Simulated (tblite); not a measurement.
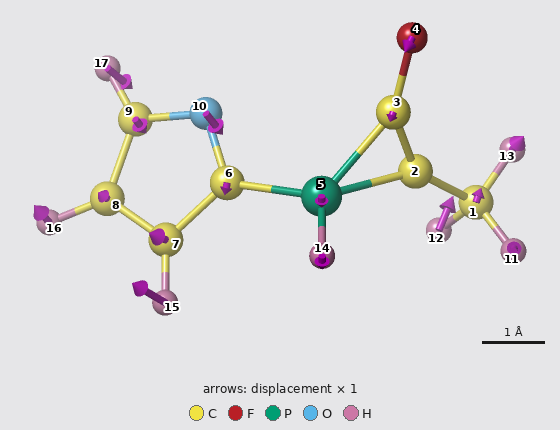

This is a relaxation of C$_{7}$H$_{7}$FOP (charge +1). The starting structure is drawn; purple arrows show the displacements, at their true length. The two geometries are superimposed by the best rigid fit.

A ball-and-stick model, seen face on.

Level of theory: GFN2-xTB geometry optimisation, gas phase in tblite. 

> Atoms of which element are displaced furthest, and by how much?

Hydrogen: up to 0.89 Å, against 0.57 Å for oxygen.

> What happened in the run?

Over 120 geometry steps the energy falls by 10.1 kcal/mol. The largest move after the best rigid fit is that of H15, 0.89 Å. By element the largest moves are H 0.89 Å, O 0.57 Å, C 0.44 Å, F 0.30 Å, P 0.24 Å. Near-neighbour distances that change, for instance: C3–F4 1.352 → 1.297 Å, C1–C2 1.509 → 1.461 Å, C6–O10 1.313 → 1.354 Å, C1–H12 1.129 → 1.090 Å. Bond angles that change, for instance: P5–C6–O10 123.8° → 114.4°, P5–C6–C7 128.4° → 134.9°, C2–P5–C6 116.0° → 122.2°. Groups turn about P5–C6 by about 30°.
